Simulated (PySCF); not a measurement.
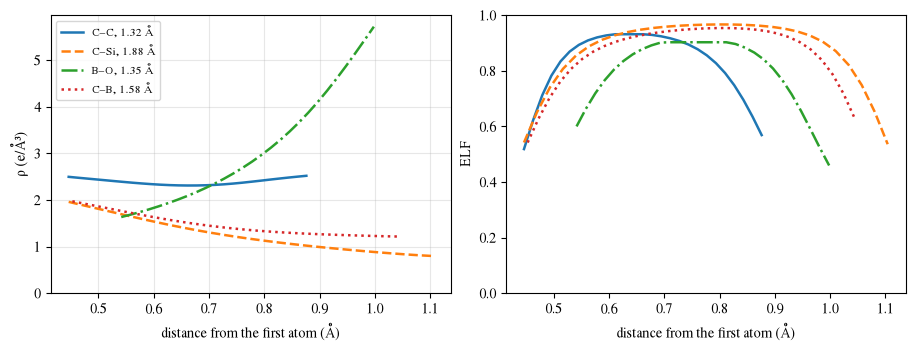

Figure 1: C$_{3}$H$_{13}$BO$_{2}$Si$_{3}$ (SMILES C=C[SiH2]C([SiH3])([SiH3])B(O)O). Total electron density and electron localisation function along straight lines between neighbouring atoms. The curves leave out the atomic cores.

Geometry: GFN2-xTB.

Method: PySCF, PBE0/pcSseg-1, SCF density, gas phase, non-relativistic.

Input file:

```
{"job": {"kind": "nmr", "xc": "PBE0", "basis": "pcSseg-1"}, "charge": 0, "multiplicity": 1}
C      3.040376     1.322765    -0.859695
C      1.763039     1.587168    -0.641060
Si     0.755076     0.868616     0.773180
C     -0.569797    -0.334869     0.118906
Si     0.236393    -1.835534    -0.745687
Si    -1.772302     0.541016    -1.064018
B     -1.373416    -0.906316     1.347837
O     -2.065724    -0.166366     2.261745
O     -1.367895    -2.250077     1.510704
H      3.597276     0.664971    -0.212301
H      3.593634     1.745044    -1.685476
H      1.255285     2.258904    -1.322942
H      1.648763     0.200478     1.731920
H      0.114236     1.998402     1.487049
H      1.153682    -2.523856     0.164865
H      1.003408    -1.348745    -1.902972
H     -0.779125    -2.770898    -1.232081
H     -2.858771    -0.356938    -1.471002
H     -2.386315     1.704093    -0.396638
H     -1.080589     1.019680    -2.263677
H     -2.058864     0.779496     2.134268
H     -1.858781    -2.578434     2.266226
```

Run with:

```sh
OMP_NUM_THREADS=1 python probes_run.py task.json out
```

Question: Compare the contacts.

Answer: C–C (1.32 Å): ρ at the midpoint is about 2.3 e/Å³; the ELF peaks at about 0.95 between the atoms; a short, multiple covalent bond.
C–Si (1.88 Å): ρ is about 0.94 e/Å³ halfway; the ELF peaks at about 0.95 between the atoms, as expected for a shared electron pair.
B–O (1.35 Å): the density is about 2.2 e/Å³ at the midpoint; the ELF peaks at about 0.90 between the atoms (a polar covalent bond).
C–B (1.58 Å): ρ is about 1.3 e/Å³ halfway; the ELF peaks at about 0.95 between the atoms; a covalent bond.
